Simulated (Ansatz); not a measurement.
# Sr2Hf (built on the sites of a database entry of HfBe2): following an unstable mode, part 2 of 3

Aim: this structure of Sr2Hf (built on the sites of a database entry of HfBe2) is to be tested for unstable modes, and one is followed downhill.

Ansatz 0.2.0; DFT PBEsol, scalar-relativistic, plane waves, PAW.

So far, highest frequency on the path or at a solved wavevector (cm⁻¹): step 2 (the dispersion) 152. Also lowest frequency on the path (cm⁻¹): step 2 -44.4.

The structure was built from a prototype and need not be the compound's stable phase.

**4. The mode frozen in, largest atomic shift 0.14 Å**

The atoms are moved along the unstable eigenvector, the largest shift by 0.14 Å, with the cell fixed.

input.yaml reads:

```yaml
crystal:
  lattice:
    - [-5.8871168484, 0.0, 0.0]
    - [0.0, 0.0, -6.6264835124]
    - [-2.9435584242, -5.0983927457, -3.3132417562]
  atoms:
    - { symbol: Hf, position: [-0.0137298171, 0.4862701829, 1.0274596342] }
    - { symbol: Hf, position: [0.0137298171, 0.0137298171, 0.9725403658] }
    - { symbol: Sr, position: [0.3333333333, 0.5838872825, 0.3333333333] }
    - { symbol: Sr, position: [0.3333333333, 0.0827793842, 0.3333333333] }
    - { symbol: Sr, position: [0.6666666667, 0.4172206158, 0.6666666667] }
    - { symbol: Sr, position: [0.6666666667, 0.9161127175, 0.6666666667] }
kpoints:
  mp_grid: { grid: [8, 8, 8] }
hamiltonian:
  xc: pbesol
scf:
  occupations: { method: methfessel_paxton, width: 0.2 }
output:
  forces: true
  stress: true
  eigenvalues: true
```

Command:

```console
$ ansatz run input.yaml --threads 8 --pin off --max-ram 14336MiB --backend cpu --events-out ev --progress --plain --runs-dir out
```

Numbers of over 12 decimals in the logs are rounded to 6 here.

The log of the run:

```text
[...]
Crystal: 6 atoms, lattice volume = 198.893 Å³
Basis set: ecut = 420 eV, 3887 PW (Γ), exchange–correlation on 80×90×96 points (8 copies of the dense FFT grid, shifted against one another)
Bands: 56, of which v1, the nominal top of the filled ones, is band 46 counted from 1 (45 counted from 0)
Symmetry: 8 space group operations
[...]
k-points: 95 of 512
[...]
k-point 0: bands = [... 42 lower, 9.7214, 9.7266, 10.2756, 10.2828, 10.3033, 10.3227, 10.6311, 10.7701, ... 6 higher]
  k-point 1: bands = [... 42 lower, 9.6513, 9.6870, 9.9859, 10.1874, 10.2378, 10.3782, 10.4621, 10.5091, ... 6 higher]
  k-point 2: bands = [... 42 lower, 9.4565, 9.5157, 9.5959, 9.7840, 10.1824, 10.1995, 10.2896, 10.6581, ... 6 higher]
  k-point 94: bands = [... 42 lower, 9.5453, 9.5453, 10.0927, 10.0927, 10.6280, 10.6280, 10.8624, 10.8624, ... 6 higher]
[key lines of the parts left out:]
SCF converged after 8 iterations
Free energy (F): -45160.552822 eV
Fermi energy:    10.178676 eV
P = ⅓ Tr σ = 0.0643 GPa (0.643 kbar)
```

Elapsed: 7 s, on 8 threads of Intel Xeon Platinum 8488C (Sapphire Rapids), shared host; peak memory 1.3 GiB; 50 s of CPU time.

Numbers from this step:

* pressure: 0.06426 GPa
* energy from the undistorted cell: -2.7 meV/atom

The energy, extrapolated to zero smearing, is -2.70 meV/atom against the undistorted cell.

The run ends at a pressure of 0.06 GPa, with forces up to 0.023 eV/Å.

**5. Energy along the mode, all amplitudes (two of the runs are shown above)**

An imaginary frequency means negative curvature, so the energy should fall and then rise again as anharmonic terms take over.

This step gave:

```yaml
depth_at_the_lowest_point_sampled: 2.7 meV/atom
largest_atomic_shift_at_that_point: 0.14 Å
```

Table of energy from the parent by largest atomic shift:

| largest atomic shift (Å) | energy from the parent (meV/atom) |
| --- | --- |
| 0.000 | 0 |
| 0.040 | -0.381 |
| 0.080 | -1.34 |
| 0.140 | -2.7 |
| 0.220 | -0.571 |
| 0.320 | 16.1 |

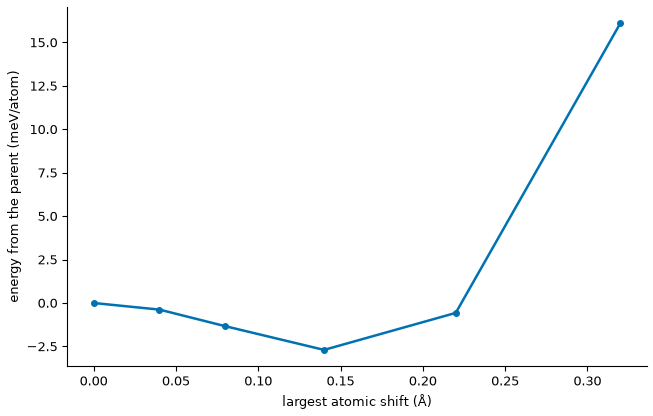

Energy from the parent, plotted against largest atomic shift.

Displacement at unit largest shift by atom:

| atom | x (Å) | y (Å) | z (Å) | size |
| --- | --- | --- | --- | --- |
| Hf1 | 0.00 | -1.00 | 0.00 | 1.00 |
| Hf2 | 0.00 | 1.00 | 0.00 | 1.00 |
| Sr3 | 0.00 | 0.00 | -0.03 | 0.03 |
| Sr4 | 0.00 | 0.00 | 0.03 | 0.03 |
| Sr5 | 0.00 | 0.00 | -0.03 | 0.03 |
| Sr6 | 0.00 | 0.00 | 0.03 | 0.03 |

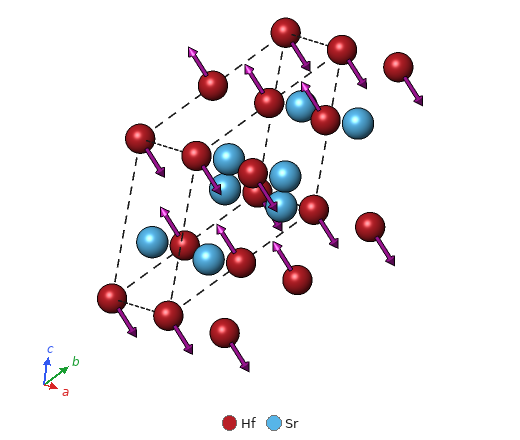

Displacement at unit largest shift as arrows, the longest 1 Å. 2×1×1 cells are drawn. Some periodic images of atoms are drawn too.

The lowest of the steps tried is at 0.14 Å, 2.7 meV/atom below the parent; the bottom of the well need not coincide with a step.

**6. Relaxing from the distorted cell**

Starting from the lowest point found, all atoms and the cell are let go, so that strain and other modes of the same symmetry can join in.

input.yaml: that of step 4 with these lines changed.

```diff
@@ -22 +22,6 @@
   eigenvalues: true
+relax:
+  adjacent_minimum: "off"
+  f_tol: 0.002
+  max_steps: 120
+  cell: { stress_tol: 0.03 }
```

The log of the run:

```text
[...]
Crystal: 6 atoms, lattice volume = 198.893 Å³
Basis set: ecut = 420 eV, 3887 PW (Γ), exchange–correlation on 80×90×96 points (8 copies of the dense FFT grid, shifted against one another)
Bands: 56, of which v1, the nominal top of the filled ones, is band 46 counted from 1 (45 counted from 0)
Symmetry: 8 space group operations
[...]
k-points: 95 of 512
[...]
SCF iter   1: F=—  HF=-45160.553196 eV  |F-HF|=—  |Δ(HF+E_count)|=         —  Δρ=4.68e-3  dr2=4.92e-2  ethr=1.77e-3  ⟨swp⟩=8.1  Hψ=22151  notcnv=0
[...]
SCF iter   8: F=-45160.552822 eV  HF=-45160.552822 eV  |F-HF|=3.18e-8  |Δ(HF+E_count)|=   1.01e-7  S|Δr|=    0.00e0  Δρ=2.70e-6  dr2=3.53e-8  ethr=1.09e-10  ⟨swp⟩=8.9  Hψ=26904  notcnv=0
SCF 1 converged in 8 iterations: F = -45160.552822 eV  dr2 = 3.53e-8
[...]
relax step   1: F+E_penalty+E_count = -45160.55282230 eV  Δ(F+E_penalty+E_count) = +0.000e0 eV  max|allowed force component| = 2.143e-2 eV/Å  Δτ_max = 0.0000 Å  P = +0.064 GPa  Ω = 198.893 Å³  (8 SCF iters, dr2 threshold 1.00e-7 eV, accepted)
Crystal: 6 atoms, lattice volume = 199.249 Å³
Basis set: ecut = 420 eV, 3883 PW (Γ), exchange–correlation on 80×90×96 points (8 copies of the dense FFT grid, shifted against one another)
[...]
SCF iter   6: F=-45160.553530 eV  HF=-45160.553530 eV  |F-HF|=3.27e-9  |Δ(HF+E_count)|=   5.78e-8  S|Δr|=    0.00e0  Δρ=1.92e-6  dr2=1.29e-8  ethr=7.73e-11  ⟨swp⟩=4.7  Hψ=25107  notcnv=0
SCF 2 converged in 6 iterations: F = -45160.553530 eV  dr2 = 1.29e-8
relax step   2: F+E_penalty+E_count = -45160.55353034 eV  Δ(F+E_penalty+E_count) = -7.080e-4 eV  max|allowed force component| = 1.162e-2 eV/Å  Δτ_max = 0.0051 Å  P = +0.006 GPa  Ω = 199.249 Å³  energy of the carried Pulay correction = -1.951e-5 eV  (6 SCF iters, dr2 threshold 7.11e-8 eV, accepted)
Crystal: 6 atoms, lattice volume = 199.447 Å³
Basis set: ecut = 420 eV, 3895 PW (Γ), exchange–correlation on 80×90×96 points (8 copies of the dense FFT grid, shifted against one another)
[...]
SCF iter   7: F=-45160.554430 eV  HF=-45160.554430 eV  |F-HF|=5.53e-10  |Δ(HF+E_count)|=   6.45e-8  S|Δr|=    0.00e0  Δρ=9.75e-7  dr2=2.11e-9  ethr=2.65e-11  ⟨swp⟩=6.7  Hψ=22298  notcnv=0
SCF 3 converged in 7 iterations: F = -45160.554430 eV  dr2 = 2.11e-9
relax step   3: F+E_penalty+E_count = -45160.55443035 eV  Δ(F+E_penalty+E_count) = -9.000e-4 eV  max|allowed force component| = 1.613e-2 eV/Å  Δτ_max = 0.0085 Å  P = -0.014 GPa  Ω = 199.447 Å³  energy of the carried Pulay correction = -3.038e-5 eV  (7 SCF iters, dr2 threshold 2.44e-8 eV, accepted)
[...]
relax step   4: F+E_penalty+E_count = -45160.55510927 eV  Δ(F+E_penalty+E_count) = -6.789e-4 eV  max|allowed force component| = 9.299e-3 eV/Å  Δτ_max = 0.0079 Å  P = -0.020 GPa  Ω = 199.551 Å³  energy of the carried Pulay correction = -3.606e-5 eV  (7 SCF iters, dr2 threshold 2.28e-8 eV, accepted)
[...]
relax step   5: F+E_penalty+E_count = -45160.55517302 eV  Δ(F+E_penalty+E_count) = -6.374e-5 eV  max|allowed force component| = 3.460e-3 eV/Å  Δτ_max = 0.0024 Å  P = -0.006 GPa  Ω = 199.489 Å³  energy of the carried Pulay correction = -3.263e-5 eV  (7 SCF iters, dr2 threshold 5.40e-9 eV, accepted)
[...]
relax step   6: F+E_penalty+E_count = -45160.55518956 eV  Δ(F+E_penalty+E_count) = -1.654e-5 eV  max|allowed force component| = 3.625e-4 eV/Å  Δτ_max = 0.0021 Å  P = +0.002 GPa  Ω = 199.420 Å³  energy of the carried Pulay correction = -2.886e-5 eV  (7 SCF iters, dr2 threshold 7.48e-10 eV, accepted)
[...]
SCF iter   5: F=-45160.555219 eV  HF=-45160.555219 eV  |F-HF|=0.00e0  |Δ(HF+E_count)|=  1.31e-10  S|Δr|=    0.00e0  Δρ=9.93e-8  dr2=2.01e-11  ethr=1.00e-12  ⟨swp⟩=9.6  Hψ=31722  notcnv=0
SCF 7 converged in 5 iterations: F = -45160.555219 eV  dr2 = 2.01e-11
relax step   7: F+E_penalty+E_count = -45160.55521904 eV  Δ(F+E_penalty+E_count) = -2.948e-5 eV  max|allowed force component| = 3.828e-4 eV/Å  Δτ_max = 0.0000 Å  P = +0.002 GPa  Ω = 199.420 Å³  stress off target by 2.56e-3 GPa  SCF on the basis re-selected at this cell (its energy is not comparable with the rows above)  (5 SCF iters)
basis re-selected at this cell: Δ(F+E_penalty+E_count) = -2.948e-5 eV, ΔP = -0.000 GPa vs the last step (what re-selecting the basis moved, of the pressure what is left beyond the Pulay correction that the steps carried, after the strain that the cell walked since its last selection, with what the two solves' SCF thresholds leave and, on support functions, any second-order correction that the steps lacked; it is no m [...]
SCF converged after 5 iterations
[...]
Free energy (F): -45160.555219 eV
[...]
Internal energy: -45160.557118 eV  (E = F + TS)
E sigma→0 (E₀):  -45160.555694 eV
Entropy (-TS):   0.001899 eV (0.316 meV/atom)
Fermi energy:    10.144817 eV
[...]
--- Forces (eV/Å), atoms counted from 1 ---
  atom   1  Hf     0.00000000    -0.00038284     0.00000000
  atom   2  Hf     0.00000000     0.00038284     0.00000000
  atom   3  Sr     0.00000000     0.00028249    -0.00002975
  atom   4  Sr    -0.00000000     0.00028249     0.00002975
  atom   5  Sr    -0.00000000    -0.00028249    -0.00002975
  atom   6  Sr     0.00000000    -0.00028249     0.00002975
  max |Σ_I F_I| component: 1.39e-17 eV/Å
--- Stress (GPa, compression-positive) ---
        0.002562       0.000000       0.000000
        0.000000       0.001512       0.000000
        0.000000       0.000000       0.000958
  P = ⅓ Tr σ = 0.0017 GPa (0.017 kbar)
--- Band table (eV; the first three rows and the last of 95) ---
  k-point 0: bands = [... 42 lower, 9.6679, 9.7361, 10.1514, 10.2096, 10.3374, 10.3556, 10.5707, 10.7141, ... 6 higher]
  k-point 1: bands = [... 42 lower, 9.6353, 9.6582, 9.9192, 10.0780, 10.2778, 10.3283, 10.4494, 10.5019, ... 6 higher]
  k-point 2: bands = [... 42 lower, 9.3946, 9.5117, 9.5598, 9.7490, 10.1288, 10.1295, 10.3143, 10.6888, ... 6 higher]
  k-point 94: bands = [... 42 lower, 9.5153, 9.5153, 10.0467, 10.0467, 10.5885, 10.5885, 10.8390, 10.8390, ... 6 higher]
--- Relaxed structure (6 steps of the walk, 6 accepted, 1 SCFs on fresh bases) ---
  F+E_penalty+E_count = -45160.55521904 eV   max|allowed force component| = 3.828e-4 eV/Å   (the final SCF, on the basis selected at the relaxed cell)
  cell:  # Å, volume = 199.4196 Å³
    - [-5.815564, 0.0, 0.0]
    - [0.0, 0.0, -6.635316]
    - [-2.907782, -5.167904, -3.317658]
  atoms:
    - { symbol: Hf, position: [-0.014939, 0.485061, 1.029878] }
    - { symbol: Hf, position: [0.014939, 0.014939, 0.970122] }
    - { symbol: Sr, position: [0.334840, 0.585845, 0.330320] }
    - { symbol: Sr, position: [0.334840, 0.083835, 0.330320] }
    - { symbol: Sr, position: [0.665160, 0.416165, 0.669680] }
    - { symbol: Sr, position: [0.665160, 0.914155, 0.669680] }
```

The job ended after 37 s (8 threads; peak memory 1.3 GiB; 4.7 min of CPU time).

Relaxation path:

| step | energy less that of the first step (eV) | largest force component (eV/Å) | pressure (GPa) | volume (Å³) |
| --- | --- | --- | --- | --- |
| 1 | 0.0000 | 0.0214 | 0.06 | 198.89 |
| 2 | -0.0007 | 0.0116 | 0.01 | 199.25 |
| 3 | -0.0016 | 0.0161 | -0.01 | 199.45 |
| 4 | -0.0023 | 0.0093 | -0.02 | 199.55 |
| 5 | -0.0024 | 0.0035 | -0.01 | 199.49 |
| 6 | -0.0024 | 0.0004 | 0.00 | 199.42 |
| 7* | -0.0024 | 0.0004 | 0.00 | 199.42 |

Relaxation steps marked * repeat the geometry before them on a plane-wave basis chosen anew for their cell, so energy and pressure can jump there.

The run keeps the 8 symmetry operations that it works with, so distortions that break them were not tested.

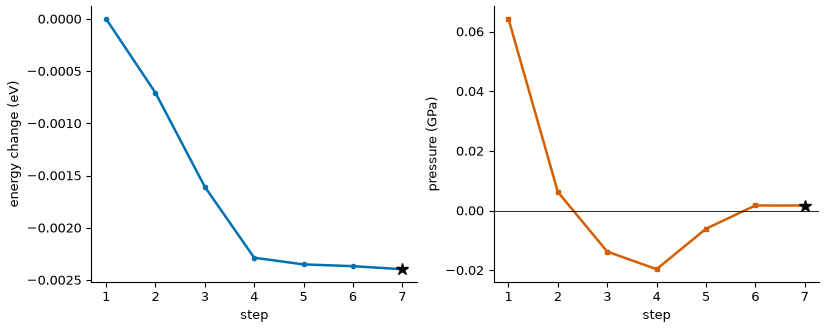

Energy and pressure along the relaxation. Stars mark steps on a basis chosen anew.

| conventional cell, symmetrised | before | after | change |
| --- | --- | --- | --- |
| a (Å) | 5.887 | 5.816 | -1.2 % |
| b (Å) | 6.626 | 6.635 | +0.1 % |
| c (Å) | 10.197 | 10.336 | +1.4 % |
| volume (Å³/atom) | 33.15 | 33.24 | +0.3 % |

The atoms that moved most (Å, as changes of fractional coordinates times the final cell):

| atom | dx | dy | dz | length |
| --- | --- | --- | --- | --- |
| Sr3 | 0.000 | 0.016 | -0.003 | 0.016 |
| Sr4 | 0.000 | 0.016 | 0.003 | 0.016 |
| Sr5 | 0.000 | -0.016 | -0.003 | 0.016 |
| Sr6 | 0.000 | -0.016 | 0.003 | 0.016 |
| Hf1 | 0.000 | -0.012 | 0.000 | 0.012 |
| Hf2 | 0.000 | 0.012 | 0.000 | 0.012 |

The relaxed structure:

```cif
data_structure
_symmetry_space_group_name_H-M 'P 1'
_symmetry_Int_Tables_number 1
_cell_length_a 5.8156
_cell_length_b 6.6353
_cell_length_c 6.7948
_cell_angle_alpha 60.773
_cell_angle_beta 64.663
_cell_angle_gamma 90.000
_cell_volume 199.42
loop_
_atom_site_label
_atom_site_type_symbol
_atom_site_fract_x
_atom_site_fract_y
_atom_site_fract_z
_atom_site_occupancy
Hf1 Hf 0.98506 0.48506 0.02988 1
Hf2 Hf 0.01494 0.01494 0.97012 1
Sr3 Sr 0.33484 0.58585 0.33032 1
Sr4 Sr 0.33484 0.08384 0.33032 1
Sr5 Sr 0.66516 0.41616 0.66968 1
Sr6 Sr 0.66516 0.91415 0.66968 1
```

This step gave:

* pressure: 0.001677 GPa
* volume per atom: 33.24 Å³

The distorted start has space group Imma; the relaxation ends in Imma.

**7. The new phase in its own primitive cell**

The relaxed structure is symmetrised, reduced to its primitive cell and relaxed tightly, as its phonons need.

input.yaml, the sections that differ from step 6:

```yaml
crystal:
  lattice:
    - [-2.9077817971, 3.3176581646, 5.1679044721]
    - [2.9077817971, -3.3176581646, 5.1679044721]
    - [2.9077817971, 3.3176581646, -5.1679044721]
  atoms:
    - { symbol: Hf, position: [0.2649390795, 0.0149390795, 0.25] }
    - { symbol: Hf, position: [0.7350609205, 0.9850609205, 0.75] }
    - { symbol: Sr, position: [0.1641547736, 0.6651598643, 0.4989949093] }
    - { symbol: Sr, position: [0.666164955, 0.6651598643, 0.0010050907] }
    - { symbol: Sr, position: [0.333835045, 0.3348401357, 0.9989949093] }
    - { symbol: Sr, position: [0.8358452264, 0.3348401357, 0.5010050907] }
relax:
  adjacent_minimum: "off"
  f_tol: 0.001
  max_steps: 60
  cell: { stress_tol: 0.01 }
# kpoints, hamiltonian, scf, output: as in step 6
```

The log of the run:

```text
[...]
Crystal: 6 atoms, lattice volume = 199.420 Å³
Basis set: ecut = 420 eV, 3931 PW (Γ), exchange–correlation on 96×96×96 points (8 copies of the dense FFT grid, shifted against one another)
Bands: 56, of which v1, the nominal top of the filled ones, is band 46 counted from 1 (45 counted from 0)
Symmetry: 8 space group operations
[...]
k-points: 95 of 512
[...]
- [2.9077817971, -3.3176581646, 5.1679044721]
    - [2.9077817971, 3.3176581646, -5.1679044721]
  atoms:
    - { symbol: Hf, position: [0.2649390795, 0.014939, 0.25] }
    - { symbol: Hf, position: [0.7350609205, 0.985061, 0.75] }
    - { symbol: Sr, position: [0.1641547736, 0.6651598643, 0.498995] }
    - { symbol: Sr, position: [0.666164955, 0.6651598643, 0.00100509] }
    - { symbol: Sr, position: [0.333835, 0.334840, 0.998995] }
    - { symbol: Sr, position: [0.8358452264, 0.3348401357, 0.5010050907] }
[key lines of the parts left out:]
SCF converged after 8 iterations
Free energy (F): -45160.555219 eV
Fermi energy:    10.144816 eV
P = ⅓ Tr σ = 0.0017 GPa (0.017 kbar)
```

Elapsed: 11 s, on 8 threads; peak memory 1.3 GiB.

Little changed from the start: no atom moved by 0.005 Å and no cell edge by 0.1 %.

The largest force component left is 0.38 meV/Å and the pressure is 0.002 GPa, within the tolerances set. The cell now holds 33.24 Å³/atom.

(Continued in part 3 of 3.)

[Logs are printed without paths, hosts, clocks, repeated set-up lines and the standing remarks that a program may print on its own settings, such as how far it seeks lower states.]

[Hosts, paths, dates, database ids (printed as entryN), source tags and the programs' standing remarks are cut or masked in the printed files.]
